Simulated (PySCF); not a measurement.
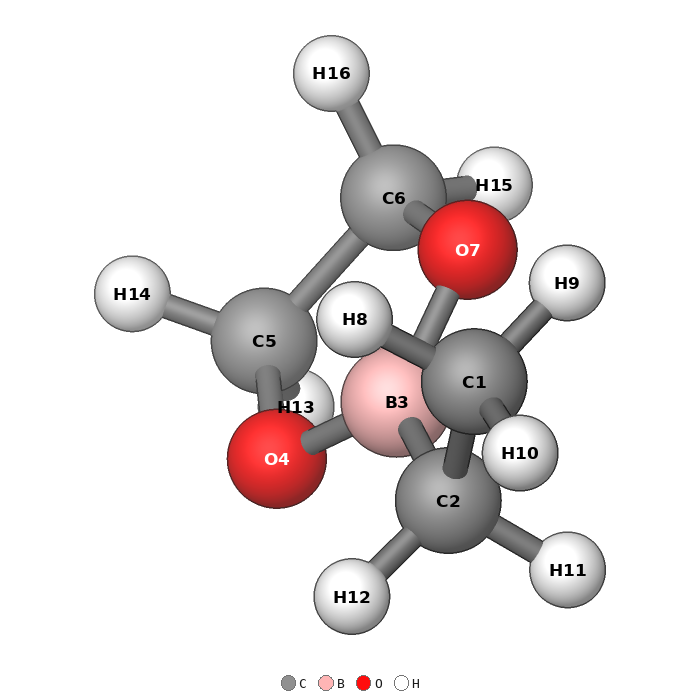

Computed geometry: GFN2-xTB optimisation. No frequency run is at hand to confirm it as a minimum. Level of theory: B3LYP/pcJ-1 indirect spin-spin coupling, non-relativistic, gas phase (PySCF 2.14.0). Isotopes: 11B, 13C, 1H, 17O.

Give the spin–spin coupling constants of these pairs, with the number of bonds between them: C2/B3, B3/O4, C1/B3, B3/H12, B3/H11, B3/H16, B3/H10, B3/H13, B3/H9, B3/H8, B3/H14, B3/H15.

| pair | bonds apart | J (Hz) |
| --- | --- | --- |
| C2, B3 | 1 | 78.4 |
| B3, O4 | 1 | 0.7 |
| C1, B3 | 2 | −2.0 |
| B3, H12 | 2 | −6.8 |
| B3, H11 | 2 | −6.6 |
| B3, H16 | 3 | 1.8 |
| B3, H10 | 3 | 10.6 |
| B3, H13 | 3 | 1.9 |
| B3, H9 | 3 | 2.8 |
| B3, H8 | 3 | 1.7 |
| B3, H14 | 3 | 2.0 |
| B3, H15 | 3 | 2.1 |

The geometry is semi-empirical. Around B such bond lengths and angles can be off by a tenth of an ångström or more and by several degrees, and values that hang on the shape move with them.
